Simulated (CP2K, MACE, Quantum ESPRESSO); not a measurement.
# Pressure against volume in a static frame of amorphous polyethylene (as short chains C12H26) from 300 K (76 atoms), QE, PBE+D3(BJ)

Density of this cell: 0.807 g/cm³. The cell holds 76 atoms: 24 C and 52 H. Its edges and angles: a = 8.883 Å, b = 8.883 Å, c = 8.883 Å, α = 90.0°, β = 90.0°, γ = 90.0°. 2 polyethylene chains of 5 units with methyl end groups placed at random, at 0.807 g/cm³; overlaps pushed apart, then 20 ps at 800 K with MMFF94 bonds, angles, torsions, charges and radii (Halgren, J. Comput. Chem. 17, 490 (1996)) in harmonic and 12-6 forms. Snapshot after 30 ps at 300 K and fixed volume. Then the atoms were relaxed with MACE MPA-0 medium in the fixed cell. Then the atoms were relaxed with CP2K double zeta, PBE+D3(BJ).

Calculated with Quantum ESPRESSO 7.5: PBE+D3(BJ); plane waves, SSSP efficiency, 60/480 Ry; k-points Γ. The unchanged cell has V0 = 9.2238 Å³ an atom and P0 = -0.361 GPa. It is scaled evenly, and CP2K double zeta, PBE+D3(BJ) relaxes the atoms at each volume before the single point.

```
volume (Å³/atom)  pressure (GPa)
          8.6703         -0.1613
          8.9470          -0.201
          9.5005         -0.4833
          9.7772               ?
```

Task: Fit a second-order expansion in ln V to the rows given and extrapolate to the withheld row.

**Working.**

To second order in u = ln(V/V0), P = P0 − B u + ½ B B′ u², with B the bulk modulus at V0 and B′ its pressure derivative. So v = (P − P0)/u is a line in u, with intercept −B and slope ½ B B′.

```
         u   v (GPa)
-0.0618754  -3.22261
-0.0304592  -5.24308
 0.0295588  -4.14766
```

With n = 3: mean u = -0.0209253, mean v = -4.20445, Σ(u − ū)² = 0.0043165, Σ(u − ū)(v − v̄) = -0.027438. Slope b = -0.027438 / 0.0043165 = -6.3565; intercept a = v̄ − b ū = -4.3375.

So B = 4.34 GPa and B′ = 2b/B = -2.9. At the withheld volume u = 0.05827, v = a + b u = -4.708 GPa, and P = P0 + u v.

Prediction at 9.7772: -0.6350 GPa. The run gave -0.4613 GPa, so the fit is low by 0.17 GPa (38 % of the value).

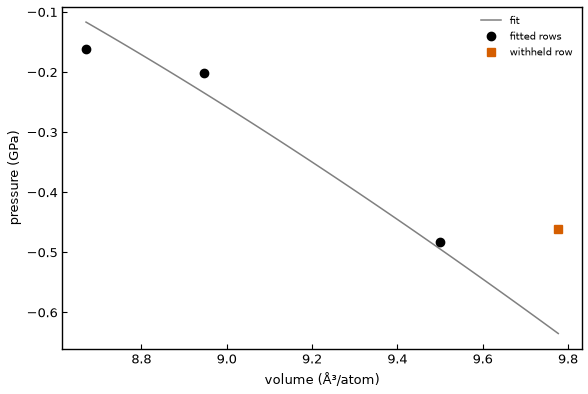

The fit, the rows that it rests on and the withheld row.

B′ = -2.9 rests on three points, and the miss at the fourth puts it in doubt. Among the rows given, the largest miss of the fit is at 8.6703, by 0.045 GPa (14 % of the range of the table).

Limits: Static cells at zero temperature, with the cell shape held. The atoms follow CP2K double zeta, PBE+D3(BJ), not this level's own minimum.

[Logs are printed without paths, hosts, clocks, repeated set-up lines and the standing remarks that a program may print on its own settings, such as how far it seeks lower states.]

[Hosts, paths, dates, database ids (printed as entryN), source tags and the programs' standing remarks are cut or masked in the printed files.]

[The MMFF94 radii named for the starting cell were scaled by 0.96; in molecules described by MMFF94, hydrogen bound to N, O or S took a small fixed 12-6 site in their place.]
